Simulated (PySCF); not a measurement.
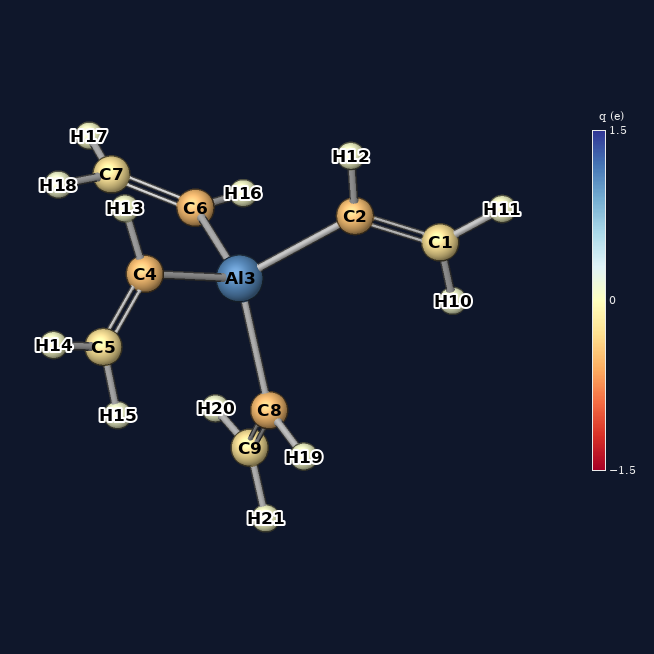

Atoms are coloured by their Mulliken charges. Charge −1, singlet. The computed structure is the end point of a GFN2-xTB optimisation. No frequency run is at hand to confirm it as a minimum. Level of theory: PBE0/pcSseg-1, gas phase (PySCF 2.14.0).

List the Mulliken charges.

```tsv
atom	value (e)
C1	−0.25
C2	−0.47
Al3	1.07
C4	−0.48
C5	−0.24
C6	−0.48
C7	−0.24
C8	−0.49
C9	−0.24
H10	0.08
H11	0.05
H12	0.06
H13	0.07
H14	0.05
H15	0.08
H16	0.07
H17	0.05
H18	0.08
H19	0.07
H20	0.09
H21	0.05
```

Mulliken values depend strongly on the basis set and can even reverse the polarity of a bond. The geometry is semi-empirical. Around Al such bond lengths and angles can be off by a tenth of an ångström or more and by several degrees, and values that hang on the shape move with them.
